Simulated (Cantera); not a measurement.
Input: 1 mol B, 10 mol H₂, equilibrated at 9.80 mbar.

Method: chemical equilibrium by Gibbs-energy minimisation in Cantera with the NASA 1993 tables (ideal gas, pure condensed phases). Candidate condensed phases: B; 7 gas species. The tables' values for BH₂ are old estimates; treat these amounts as uncertain. Kinetics and transport are ignored.

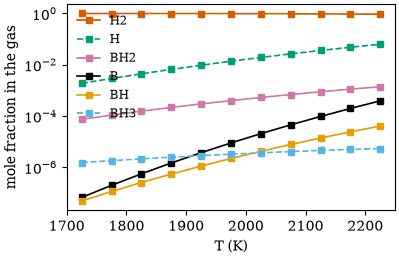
Figure. Equilibrium gas composition (values under 1e-9 drawn at 1e-9)

Read off the mole fractions at 2025 K.

H₂ about 0.98, H about 0.019, BH₂ about 0.00053, B about 2.1e-5, BH about 4.2e-6, BH₃ about 3.7e-6.
